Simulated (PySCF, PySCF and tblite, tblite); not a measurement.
# C5H8O: conformers and averaged spectra

Which conformers does C5H8O (`CC(=O)C1CC1`) populate, and what do their averaged NMR parameters look like?

Computed with tblite 0.8.0 (tight binding) and PySCF 2.14.0 (DFT, with response routines of our own); each step states its level. Atoms count from 0 throughout.

## Step 1: The starting structure

14 atoms, charge 0, multiplicity 1; geometry from: MMFF94s geometry.

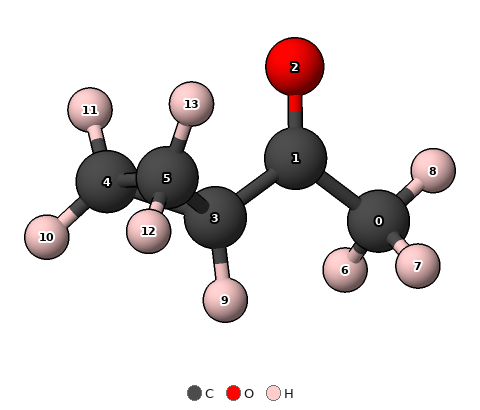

The starting geometry (carbon dark grey, oxygen red, hydrogen pink), atoms numbered.

## Step 2: GFN2-xTB relaxation, conformer 1

The job: settings as JSON, then the geometry in Å.

```
{"job": {"xc": "GFN2-xTB", "basis": "xTB", "kind": "relax"}, "charge": 0, "multiplicity": 1}
C      2.155500     0.258500    -0.237000
C      0.689400     0.631400    -0.352400
O      0.313900     1.675000    -0.834100
C     -0.264100    -0.373900     0.189000
C     -1.602500    -0.591700    -0.463400
C     -1.539500     0.068300     0.874600
H      2.338100    -0.655800    -0.797900
H      2.423400     0.132100     0.818700
H      2.763900     1.060000    -0.657300
H      0.201200    -1.272100     0.613500
H     -1.994800    -1.600900    -0.527600
H     -1.860000     0.029000    -1.320900
H     -1.884700    -0.491800     1.747000
H     -1.740400     1.131600     0.925700
```

Command:

```sh
$ OMP_NUM_THREADS=1 python ens_run.py task.json out
```

The driver reads the study from task.json and runs its stages one after another.

Log:

```text
step      E/eV     max force
  0    -511.98130    0.850
  1    -511.99733    0.271
  2    -512.00371    0.190
  3    -512.00740    0.235
  4    -512.00892    0.125
  5    -512.01079    0.175
  6    -512.01362    0.115
  7    -512.01458    0.089
  8    -512.01602    0.086
  9    -512.01697    0.110
 10    -512.01772    0.075
 11    -512.01825    0.049
 12    -512.01874    0.057
 13    -512.01906    0.046
 14    -512.01921    0.026
 15    -512.01921    0.026
 16    -512.01926    0.027
 17    -512.01938    0.021
 18    -512.01943    0.028
 19    -512.01949    0.020
 20    -512.01954    0.025
 21    -512.01959    0.021
 22    -512.01963    0.020
 23    -512.01969    0.024
 24    -512.01974    0.027
 25    -512.01979    0.025
 26    -512.01982    0.017
 27    -512.01985    0.014
 28    -512.01987    0.015
 29    -512.01989    0.011
 30    -512.01991    0.008
 31    -512.01992    0.009
 32    -512.01992    0.006
 33    -512.01993    0.004
 34    -512.01993    0.004
```

Run time: 0.16 s. Hardware: 1 thread of Arm Neoverse V1, shared host.

Relaxing gained 0.039 eV and moved the atoms by 0.04 Å on average (rms).

## Step 3: Shieldings, conformer 1: KT2/pcSseg-1 in chloroform

The job: settings as JSON, then the geometry in Å.

```
{"job": {"xc": "KT2", "basis": "pcSseg-1", "solvent": "chloroform", "kind": "nmr", "pop": true}, "charge": 0, "multiplicity": 1}
C      2.126380     0.272109    -0.240889
C      0.660584     0.621411    -0.339125
O      0.265877     1.654570    -0.825907
C     -0.255426    -0.407872     0.210932
C     -1.598948    -0.583285    -0.462471
C     -1.532463     0.068541     0.867799
H      2.317943    -0.653802    -0.779441
H      2.396565     0.120183     0.802163
H      2.730891     1.070692    -0.661821
H      0.222564    -1.288654     0.618533
H     -1.991942    -1.585360    -0.540386
H     -1.787965     0.043062    -1.320916
H     -1.878229    -0.469371     1.737136
H     -1.676509     1.137302     0.912226
```

Log:

```text
coarse grid: 11480 points
cycle   1  E = -274.8455697697  dE =  7.618e-01  |g| = 9.019e-01  |ddm| = 3.271e+00
cycle   2  E = -274.1091053108  dE =  7.365e-01  |g| = 2.020e+00  |ddm| = 3.891e+00
cycle   3  E = -274.9848230738  dE = -8.757e-01  |g| = 3.330e-01  |ddm| = 3.402e+00
cycle   4  E = -275.0104738140  dE = -2.565e-02  |g| = 9.715e-02  |ddm| = 3.722e-01
cycle   5  E = -275.0125667173  dE = -2.093e-03  |g| = 2.629e-02  |ddm| = 9.145e-02
cycle   6  E = -275.0127148010  dE = -1.481e-04  |g| = 9.718e-03  |ddm| = 3.581e-02
cycle   7  E = -275.0127398100  dE = -2.501e-05  |g| = 1.298e-03  |ddm| = 1.183e-02
cycle   8  E = -275.0127401218  dE = -3.117e-07  |g| = 6.239e-04  |ddm| = 1.576e-03
final grid: 110224 points
cycle   9  E = -275.0526729099  dE = -2.219e-04  |g| = 1.235e-02  |ddm| = 5.322e-02
cycle  10  E = -275.0526404505  dE =  3.246e-05  |g| = 1.627e-02  |ddm| = 2.662e-02
cycle  11  E = -275.0527083017  dE = -6.785e-05  |g| = 3.587e-03  |ddm| = 1.654e-02
cycle  12  E = -275.0527106215  dE = -2.320e-06  |g| = 9.827e-04  |ddm| = 4.174e-03
cycle  13  E = -275.0527108003  dE = -1.788e-07  |g| = 2.603e-04  |ddm| = 1.045e-03
cycle  14  E = -275.0527108158  dE = -1.557e-08  |g| = 5.294e-05  |ddm| = 2.538e-04
cycle  15  E = -275.0527108166  dE = -7.242e-10  |g| = 9.627e-06  |ddm| = 6.318e-05
converged SCF energy = -275.0527108166

GIAO shielding tensors (ppm)
atom      isotropic    diamagn.    paramagn.     s11        s22        s33       span
  0 C      151.818     253.563    -101.745    131.200    131.943    192.311     61.111
  1 C      -17.622     248.198    -265.821    -86.085    -66.811    100.029    186.114
  2 O     -198.928     404.257    -603.184   -649.133   -312.056    364.406   1013.540
  3 C      164.230     255.862     -91.632    125.939    151.313    215.439     89.500
  4 C      170.881     252.541     -81.660    144.523    171.521    196.600     52.077
  5 C      170.875     252.528     -81.653    144.515    171.519    196.589     52.074
  6 H       28.927      30.059      -1.131     25.763     28.683     32.337      6.574
  7 H       28.927      30.065      -1.138     25.762     28.685     32.335      6.573
  8 H       29.808      28.871       0.936     26.649     27.547     35.227      8.578
  9 H       29.683      34.423      -4.739     23.550     29.226     36.274     12.724
 10 H       30.617      30.409       0.208     25.200     26.445     40.206     15.006
 11 H       30.676      31.629      -0.953     25.610     28.090     38.328     12.718
 12 H       30.617      30.408       0.208     25.200     26.444     40.206     15.006
 13 H       30.678      31.629      -0.951     25.612     28.092     38.329     12.716
```

It took 11 s on 1 thread of Arm Neoverse V1, shared host; peak memory 0.78 GiB.

In short: HOMO -5.89 eV, LUMO -1.38 eV; dipole 3.45 D.

## Step 4: Single-point energy, conformer 1: B3LYP/def2-SVP in chloroform

Changed since step 3:

```diff
@@ -1,2 +1,2 @@
-{"job": {"xc": "KT2", "basis": "pcSseg-1", "solvent": "chloroform", "kind": "nmr", "pop": true}, "charge": 0, "multiplicity": 1}
+{"job": {"xc": "B3LYP", "basis": "def2-SVP", "solvent": "chloroform", "kind": "sp"}, "charge": 0, "multiplicity": 1}
 C      2.126380     0.272109    -0.240889
```

Log:

```text
coarse grid: 11480 points
cycle   1  E = -270.1567520894  dE =  8.183e-01  |g| = 8.123e-01  |ddm| = 3.909e+00
cycle   2  E = -269.7815378225  dE =  3.752e-01  |g| = 1.595e+00  |ddm| = 3.412e+00
cycle   3  E = -270.2847362270  dE = -5.032e-01  |g| = 1.801e-01  |ddm| = 2.640e+00
cycle   4  E = -270.2924033727  dE = -7.667e-03  |g| = 5.254e-02  |ddm| = 2.288e-01
cycle   5  E = -270.2930491974  dE = -6.458e-04  |g| = 1.083e-02  |ddm| = 5.554e-02
cycle   6  E = -270.2930751867  dE = -2.599e-05  |g| = 3.642e-03  |ddm| = 1.550e-02
cycle   7  E = -270.2930783040  dE = -3.117e-06  |g| = 7.041e-04  |ddm| = 5.393e-03
final grid: 110224 points
cycle   8  E = -270.3512220197  dE = -3.534e-05  |g| = 6.661e-03  |ddm| = 3.090e-02
cycle   9  E = -270.3512041419  dE =  1.788e-05  |g| = 1.147e-02  |ddm| = 1.687e-02
cycle  10  E = -270.3512320438  dE = -2.790e-05  |g| = 1.827e-03  |ddm| = 1.241e-02
cycle  11  E = -270.3512327202  dE = -6.763e-07  |g| = 1.260e-04  |ddm| = 1.979e-03
cycle  12  E = -270.3512327225  dE = -2.291e-09  |g| = 8.562e-05  |ddm| = 2.636e-04
cycle  13  E = -270.3512327243  dE = -1.881e-09  |g| = 1.024e-05  |ddm| = 1.166e-04
cycle  14  E = -270.3512327244  dE = -2.387e-11  |g| = 3.560e-06  |ddm| = 1.358e-05
converged SCF energy = -270.3512327244
```

Run time: 4.8 s. Hardware: 1 thread of Arm Neoverse V1, shared host; peak memory 0.68 GiB.

In short: HOMO -6.87 eV, LUMO -0.38 eV; dipole 3.35 D.

## Step 5: Couplings, conformer 1: B3LYP/6-31G*+pcJ-1

Changed since step 4:

```diff
@@ -1,2 +1,2 @@
-{"job": {"xc": "B3LYP", "basis": "def2-SVP", "solvent": "chloroform", "kind": "sp"}, "charge": 0, "multiplicity": 1}
+{"job": {"xc": "B3LYP", "basis": {"default": "6-31G*", "H": "pcJ-1"}, "nuclei": ["H", "F", "P", "Si", "B"], "kind": "j"}, "charge": 0, "multiplicity": 1}
 C      2.126380     0.272109    -0.240889
```

Log:

```text
coarse grid: 11480 points
cycle   1  E = -270.4484523216  dE =  8.789e-01  |g| = 8.461e-01  |ddm| = 3.236e+00
cycle   2  E = -269.9465413372  dE =  5.019e-01  |g| = 1.777e+00  |ddm| = 2.742e+00
cycle   3  E = -270.5891936606  dE = -6.427e-01  |g| = 2.202e-01  |ddm| = 2.170e+00
cycle   4  E = -270.6005175377  dE = -1.132e-02  |g| = 6.691e-02  |ddm| = 2.537e-01
cycle   5  E = -270.6015535655  dE = -1.036e-03  |g| = 1.246e-02  |ddm| = 6.256e-02
cycle   6  E = -270.6015856486  dE = -3.208e-05  |g| = 4.688e-03  |ddm| = 1.493e-02
cycle   7  E = -270.6015909710  dE = -5.322e-06  |g| = 9.427e-04  |ddm| = 5.694e-03
final grid: 110224 points
cycle   8  E = -270.5527275965  dE = -3.427e-05  |g| = 7.648e-03  |ddm| = 2.229e-02
cycle   9  E = -270.5527049219  dE =  2.267e-05  |g| = 1.291e-02  |ddm| = 1.643e-02
cycle  10  E = -270.5527406104  dE = -3.569e-05  |g| = 2.637e-03  |ddm| = 1.176e-02
cycle  11  E = -270.5527420078  dE = -1.397e-06  |g| = 1.635e-04  |ddm| = 2.319e-03
cycle  12  E = -270.5527420115  dE = -3.714e-09  |g| = 1.090e-04  |ddm| = 2.836e-04
cycle  13  E = -270.5527420145  dE = -3.028e-09  |g| = 1.480e-05  |ddm| = 1.240e-04
cycle  14  E = -270.5527420146  dE = -5.184e-11  |g| = 4.512e-06  |ddm| = 1.637e-05
converged SCF energy = -270.5527420146

Indirect spin-spin couplings (Hz)
  i      j    bonds     total        FC       PSO       DSO        SD
  6 H    7 H    2    -19.140   -18.763     2.203    -2.579         -
  6 H    8 H    2    -13.420   -12.899     2.200    -2.722         -
  6 H    9 H    4      0.601     0.234    -0.719     1.086         -
  6 H   10 H    5     -0.165    -0.031     0.275    -0.409         -
  6 H   12 H    5     -0.443    -0.160     0.699    -0.982         -
  6 H   13 H    5     -0.349     0.053     0.858    -1.261         -
  7 H    8 H    2    -13.407   -12.885     2.200    -2.722         -
  7 H    9 H    4      0.603     0.236    -0.720     1.088         -
  7 H   10 H    5     -0.443    -0.160     0.699    -0.982         -
  7 H   11 H    5     -0.350     0.053     0.858    -1.261         -
  7 H   12 H    5     -0.164    -0.030     0.274    -0.408         -
  8 H    9 H    4      1.057     1.537     1.113    -1.593         -
  8 H   10 H    5     -0.420    -0.041     0.859    -1.238         -
  8 H   11 H    5     -0.297     0.003     0.633    -0.933         -
  8 H   12 H    5     -0.419    -0.040     0.859    -1.238         -
  8 H   13 H    5     -0.297     0.003     0.632    -0.932         -
  9 H   10 H    3      8.725     8.700     0.231    -0.207         -
  9 H   11 H    3      4.122     4.929     1.857    -2.664         -
  9 H   12 H    3      8.723     8.699     0.232    -0.207         -
  9 H   13 H    3      4.124     4.931     1.858    -2.664         -
 10 H   11 H    2     -5.481    -4.812     2.331    -3.000         -
 10 H   12 H    3      9.889    10.009     0.417    -0.538         -
 10 H   13 H    3      6.727     7.640     1.921    -2.833         -
 11 H   12 H    3      6.727     7.639     1.921    -2.833         -
 11 H   13 H    3     10.797    10.788     0.182    -0.173         -
 12 H   13 H    2     -5.481    -4.812     2.331    -3.000         -
```

Wall time 13 s (1 thread of Arm Neoverse V1, shared host); peak memory 0.75 GiB.

In short: HOMO -6.67 eV, LUMO -0.24 eV; dipole 2.74 D.

## Step 6: Excited states, conformer 1: B3LYP/def2-SVPD in chloroform

Changed since step 5:

```diff
@@ -1,2 +1,2 @@
-{"job": {"xc": "B3LYP", "basis": {"default": "6-31G*", "H": "pcJ-1"}, "nuclei": ["H", "F", "P", "Si", "B"], "kind": "j"}, "charge": 0, "multiplicity": 1}
+{"job": {"xc": "B3LYP", "basis": "def2-SVPD", "nstates": 6, "ntriplets": 0, "solvent": "chloroform", "kind": "uv"}, "charge": 0, "multiplicity": 1}
 C      2.126380     0.272109    -0.240889
```

Log:

```text
coarse grid: 11480 points
cycle   1  E = -270.1824983821  dE =  8.020e-01  |g| = 7.940e-01  |ddm| = 5.977e+00
cycle   2  E = -269.7950073300  dE =  3.875e-01  |g| = 1.607e+00  |ddm| = 2.589e+00
cycle   3  E = -270.3052972902  dE = -5.103e-01  |g| = 1.823e-01  |ddm| = 1.897e+00
cycle   4  E = -270.3128860495  dE = -7.589e-03  |g| = 5.463e-02  |ddm| = 3.126e-01
cycle   5  E = -270.3135777987  dE = -6.917e-04  |g| = 1.093e-02  |ddm| = 9.646e-02
cycle   6  E = -270.3136037359  dE = -2.594e-05  |g| = 3.878e-03  |ddm| = 2.733e-02
cycle   7  E = -270.3136074371  dE = -3.701e-06  |g| = 6.023e-04  |ddm| = 7.181e-03
final grid: 110224 points
cycle   8  E = -270.3717909945  dE = -4.205e-05  |g| = 6.681e-03  |ddm| = 1.393e-01
cycle   9  E = -270.3717728210  dE =  1.817e-05  |g| = 1.155e-02  |ddm| = 2.282e-02
cycle  10  E = -270.3718009152  dE = -2.809e-05  |g| = 1.888e-03  |ddm| = 1.343e-02
cycle  11  E = -270.3718016303  dE = -7.152e-07  |g| = 1.324e-04  |ddm| = 2.080e-03
cycle  12  E = -270.3718016326  dE = -2.206e-09  |g| = 9.745e-05  |ddm| = 4.947e-04
cycle  13  E = -270.3718016350  dE = -2.428e-09  |g| = 1.118e-05  |ddm| = 1.891e-04
cycle  14  E = -270.3718016350  dE = -3.115e-11  |g| = 2.787e-06  |ddm| = 3.019e-05
converged SCF energy = -270.3718016350

Static polarisability (au): isotropic 75.169, principal 64.753 74.122 86.633

Singlet excitations
state   eV       nm        f      main configurations
  1   4.6377    267.3   0.00001   H->L 0.99
  2   6.8254    181.7   0.25671   H-1->L 0.65, H->L+1 0.29
  3   6.8554    180.9   0.00776   H-2->L 0.99
  4   6.8692    180.5   0.02202   H->L+1 0.67, H-1->L 0.28
  5   7.4761    165.8   0.02655   H->L+3 0.64, H->L+2 0.32
  6   7.5814    163.5   0.00791   H->L+2 0.63, H->L+3 0.32
```

Wall time 19 s (1 thread of Arm Neoverse V1, shared host); peak memory 0.88 GiB.

In short: HOMO -7.14 eV, LUMO -0.71 eV; dipole 3.81 D; S1 4.64 eV.

## Step 7: Averages: properties at KT2/pcSseg-1 in chloroform

The job: settings as JSON, then the geometry in Å.

```
{"job": {"study": "conf", "smiles": "CC(=O)C1CC1", "search": {"seed": 7835, "n_embed": 60, "ff_keep": 14, "window": 3.0, "nmax": 6, "temps": [150, 200, 250, 298.15, 400], "t_ref": 298.15, "order": 0.002}, "level": {"nmr": {"xc": "KT2", "basis": "pcSseg-1", "solvent": "chloroform"}, "sp": {"xc": "B3LYP", "basis": "def2-SVP", "solvent": "chloroform"}, "j": {"xc": "B3LYP", "basis": {"default": "6-31G*", "H": "pcJ-1"}, "nuclei": ["H", "F", "P", "Si", "B"]}, "uv": {"xc": "B3LYP", "basis": "def2-SVPD", "nstates": 6, "ntriplets": 0, "solvent": "chloroform"}}, "kind": "conf"}, "charge": 0, "multiplicity": 1}
C      2.126380     0.272109    -0.240889
C      0.660584     0.621411    -0.339125
O      0.265877     1.654570    -0.825907
C     -0.255426    -0.407872     0.210932
C     -1.598948    -0.583285    -0.462471
C     -1.532463     0.068541     0.867799
H      2.317943    -0.653802    -0.779441
H      2.396565     0.120183     0.802163
H      2.730891     1.070692    -0.661821
H      0.222564    -1.288654     0.618533
H     -1.991942    -1.585360    -0.540386
H     -1.787965     0.043062    -1.320916
H     -1.878229    -0.469371     1.737136
H     -1.676509     1.137302     0.912226
```

Log:

```text
conformer  sym    E(xTB)   E(DFT)   G(298.15 K)  weight  dipole/D
    1     Cs      0.000    0.000    0.000   1.0000    3.354

mean shielding (ppm) by class
class atoms           150 K      200 K      250 K   298.15 K      400 K
  0 C  0            151.818    151.818    151.818    151.818    151.818
  1 C  1            -17.622    -17.622    -17.622    -17.622    -17.622
  2 O  2           -198.928   -198.928   -198.928   -198.928   -198.928
  3 C  3             164.23     164.23     164.23     164.23     164.23
  4 C  4,5          170.878    170.878    170.878    170.878    170.878
  5 H  6,7,8         29.221     29.221     29.221     29.221     29.221
  6 H  9             29.683     29.683     29.683     29.683     29.683
  7 H  10,12         30.617     30.617     30.617     30.617     30.617
  8 H  11,13         30.677     30.677     30.677     30.677     30.677
```

Wall time 49 s (1 thread of Arm Neoverse V1, shared host). This counts the runs that the step sums up.

The search (ETKDG, MMFF94s, GFN2-xTB) embedded 60 structures, kept 2 distinct ones after the force field and 1 after xTB; 1 was carried on (window 3.0 kcal/mol at the search's own energies). Energies: B3LYP/def2-SVP in chloroform with D3(BJ).

The conformers at 298 K:

```
no.  group  mirror pair  ΔE xTB  ΔE DFT    ΔG  weight (%)  μ (D)  O2–C1–C3–C4 (°)     A, B, C (GHz)
  1     Cs           no    0.00    0.00  0.00       100.0   3.35               34  7.17, 2.66, 2.31
```

Energies in kcal/mol. ΔG holds xTB vibrations and rotation, symmetry numbers and mirror pairs.

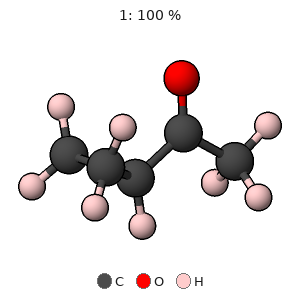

The one conformer.

Shifts against references run at the same level ($^{1}$H TMS 31.60, $^{13}$C TMS 186.2 ppm of shielding), by class of atoms, at 298 K:

| atoms | environment | average |
| --- | --- | --- |
| C1 | ketone carbonyl carbon | 203.8 |
| C0 | methyl carbon α to a carbonyl | 34.4 |
| C3 | three-membered-ring carbon | 22.0 |
| C4, C5 | three-membered-ring carbon | 15.3 |
| H6, H7, H8 | hydrogen on a methyl carbon α to a carbonyl | 2.38 |
| H9 | hydrogen on a three-membered-ring carbon | 1.92 |
| H10, H12 | hydrogen on a three-membered-ring carbon | 0.99 |
| H11, H13 | hydrogen on a three-membered-ring carbon | 0.93 |
| O2 | ketone oxygen | -198.9 (σ) |

Couplings (Hz, B3LYP/6-31G*+pcJ-1; one pair named for each class), from conformers that hold 100 % of the weight:

```
   pair  bonds  average
  H6–H7      2    -15.3
H10–H11      2     -5.5
H11–H13      3     10.8
H10–H12      3      9.9
 H9–H10      3      8.7
H10–H13      3      6.7
 H9–H11      3      4.1
  H6–H9      4      0.8
```

Effective distances for nuclear Overhauser effects, ⟨r⁻⁶⟩^(−1/6) over all pairs of two classes (Å): H10···H11 2.03; H9···H10 2.52; H6···H9 2.75; H9···H11 3.09.

Lowest and brightest singlet by conformer (B3LYP/def2-SVPD in chloroform): no. 1 4.64 and 6.83 eV.

## Step 8: Results

```
                                             quantity                                                 value
                                           conformers  1; the first in weight is no. 1 (Cs), 100 % at 298 K
                              root-mean-square dipole                                                3.35 D
averaged $^{13}$C shifts (KT2/pcSseg-1 in chloroform)                           203.8, 34.4, 22.0, 15.3 ppm
 averaged $^{1}$H shifts (KT2/pcSseg-1 in chloroform)                            2.38, 1.92, 0.99, 0.93 ppm
```

The search found one conformer in the window, so the averages are its own values.
